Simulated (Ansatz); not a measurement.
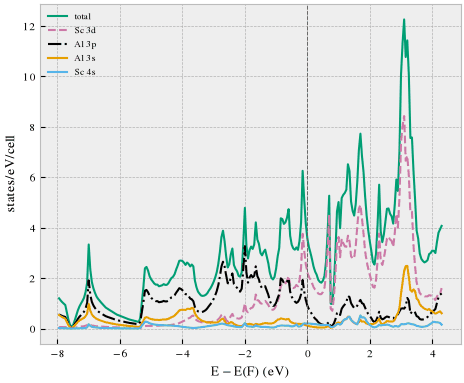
*Total and projected density of states of ScAl2 (cubic Laves (MgCu2 type), space group No. 227), DFT-PBEsol in the program Ansatz with PAW potentials*

Question: Which orbitals carry the states next to the Fermi level?

Answer: Within 0.5 eV of the Fermi level: Sc 3d 61 %, Al 3p 26 %. Projections are on Löwdin-orthogonalised atomic valence shells; empty p or d shells of many metals are not among them.

Space group Fd-3m (cubic Laves (MgCu2 type)). The first step of the workflow began from a Materials Project structure, measured or hypothetical; the Crystallography Open Database copy checked does not list it. Whether it is the stable phase at ambient conditions was not checked. Symmetry was held in the PBEsol relaxation; whether a distortion lowers the energy is not shown. The run is not spin-polarised.

Potentials: the later of the program's two PAW sets.
